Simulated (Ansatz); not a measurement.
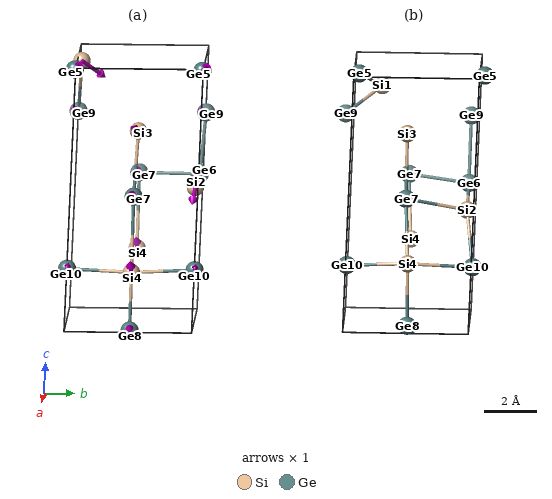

The structure of crystalline Si$_{2}$Ge$_{3}$ (a generated structure, set up in P1) (coarse preliminary run) before (left) and after (right) a relaxation, at one scale. The purple arrows give the displacements (the part carried along by the change of the cell is left out), at their true length.

A ball-and-stick model of the cell of the calculation, seen from a free direction.

These are results of DFT PBE, scalar-relativistic, plane waves, PAW (Ansatz 0.2.0), not measurements. Settings: plane-wave cutoff 420 eV; k-point mesh 4 × 4 × 2; occupations gaussian; smearing width 0.2 eV; no spin polarisation; cell and atoms relaxed; force threshold 0.025 eV/Å; at most 60 steps.

Q: Describe what moved and what it gained.

A: The run was cut off at its time limit before the relaxation converged, so the last structure is only a point on the way. Over 9 geometry steps the energy falls by 3.510 eV per cell of the calculation. The largest force component goes from 1.6 to 0.28 eV/Å. Pressure: 3.13 GPa at the start and −0.24 GPa at the end. The largest move relative to the cell is that of Si1, 1.36 Å along [−2 3 −1]. Largest moves by element: Si 1.36 Å, Ge 0.84 Å. The volume changes by −3.4 %, with a 4.873 → 4.934 Å (+1.2 %), b 4.959 → 4.892 Å (−1.3 %), c 10.371 → 10.050 Å (−3.1 %), α 87.5° → 87.6°, β 91.6° → 91.9°, γ 88.5° → 86.1°. Near-neighbour distances that change, for instance: Si1–Si3 4.018 → 2.584 Å, Si2–Ge10 3.632 → 2.427 Å, Si1–Ge8 3.467 → 2.478 Å, Si1–Ge9 3.239 → 2.476 Å. Among the angles between lasting bonds that change: Ge7–Ge6–Ge7 174.0° → 119.5°, Ge8–Ge5–Ge8 174.4° → 132.0°, Si1–Ge5–Ge8 91.7° → 129.0°. The space group stays P1 (No. 1).
